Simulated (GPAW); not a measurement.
Consider MgMn2Al2O6 (P1).

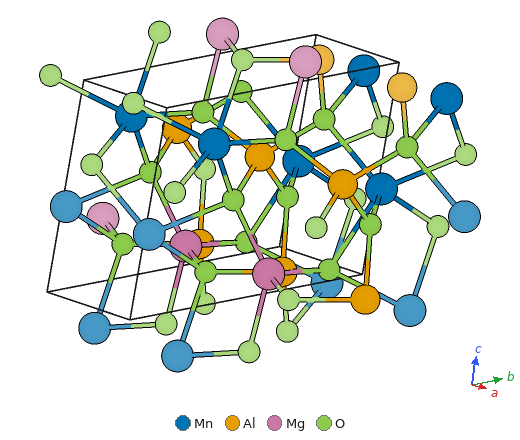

The structure (manganese blue, aluminium orange, magnesium pink, oxygen green). 2×1×1 cells are drawn. Some periodic images of atoms are drawn too.

```xyz
11
Lattice="4.9924 0.0000 0.0000 2.3550 5.0151 0.0000 2.2145 1.1703 5.1553" Properties=species:S:1:pos:R:3 pbc="T T T"
Mn    4.4801    1.2912    4.5447
Mn    4.4999    5.1237    2.3528
Al    7.2540    3.1673    3.3983
Al    1.9809    3.2228    0.5262
Mg    4.4875    1.9338    1.1821
O     1.4577    1.5461    0.9303
O     6.1877    2.4127    4.5576
O     3.4050    1.8642    2.8651
O     6.3125    3.9839    2.0530
O     3.6757    3.7308    0.6590
O     8.3220    4.5267    4.0677
```

Absorber: atom 4, with 1 O at 1.77 Å, 1 O at 1.80 Å and 2 O at 1.83 Å (distorted tetrahedral, site symmetry 1). Method: GPAW, PBE + U (Mn 4 eV), full core hole (charged cell), 11-atom cell with 5.0 Å between holes, 4×4×3 k points, dipole transitions, Gaussian full width 0.9 eV up to 4 eV, rising linearly to 3.5 eV at 25 eV.

Q: What does the Al K edge look like?

Main maxima up to 24 eV above the zero (height): 4.1 eV (1.76), 5.7 eV (1.55) and 13.2 eV (1.24). A K edge sees empty p states on the absorber. The total-energy difference plus the lowest empty eigenvalue puts the zero at 1557.77 eV. The tabulated edge of the element is 1559 eV. The functional and the charged cell's background leave an error of a few eV in such absolute values.

The Al K spectrum (energy from the lowest empty level; intensity scaled to a mean of 1 over the first 20 eV; polarised curves are means over the symmetry-equivalent atoms):

```csv
E (eV),isotropic,ε ∥ x,ε ∥ y,ε ∥ z
-2.0,0.00,0.00,0.00,0.00
-0.5,0.00,0.00,0.00,0.00
1.0,0.03,0.02,0.04,0.03
2.5,0.47,0.46,0.59,0.34
4.0,1.75,1.88,2.44,0.91
5.5,1.54,1.50,1.65,1.47
7.0,1.24,0.75,0.96,2.00
8.5,0.79,0.60,0.60,1.16
10.0,0.88,0.90,0.66,1.06
11.5,1.10,1.30,0.93,1.07
13.0,1.24,1.43,1.10,1.20
14.5,1.18,1.19,1.14,1.20
16.0,1.19,1.27,1.08,1.21
17.5,1.04,1.09,0.95,1.07
19.0,0.89,0.89,0.88,0.90
20.5,0.85,0.89,0.91,0.74
22.0,0.71,0.76,0.78,0.60
23.5,0.55,0.58,0.60,0.49
25.0,0.48,0.48,0.56,0.41
26.5,0.45,0.43,0.53,0.38
28.0,0.41,0.40,0.47,0.37
29.5,0.40,0.41,0.44,0.36
31.0,0.42,0.43,0.46,0.38
```

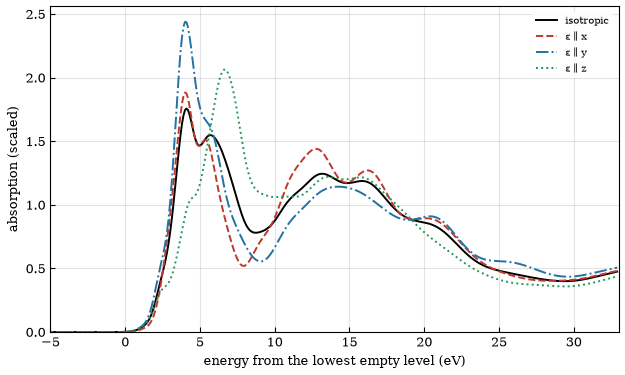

The Al K edge.

The hole lies in one spin channel, while the script sums the empty states of both and takes the lower zero; where the two channels are split, this blurs and shifts the curve. The crystal has 2 inequivalent Al sites and not all are shown here, while a measurement adds them all. The spins start ferromagnetically in a simple order, which needn't be the measured one; gap and edge can depend on it. The holes are only 5.0 Å apart, so the shape is probably not converged with cell size; no larger cell was run here. The mesh is coarse (0.41 Å⁻¹ between points), so small maxima may be mesh ripples. The structure is a computed Materials Project entry and may be a hypothetical form.

[Banner, clock and machine lines of the logs are left out without a mark of their own.]

[Logs are printed without paths, hosts, clocks, repeated set-up lines and the standing remarks that a program may print on its own settings, such as how far it seeks lower states.]

[Hosts, paths, dates, database ids (printed as entryN), source tags and the programs' standing remarks are cut or masked in the printed files.]

[Lists of maxima count a maximum above −3 eV only where it reaches 4 % of the highest in the window and stands out from its surroundings by 2 % of it (1.5 % where it reaches 55 %); shoulders and weaker maxima are passed over, and of the rest the first, up to two pre-edge ones and the few strongest are named.]
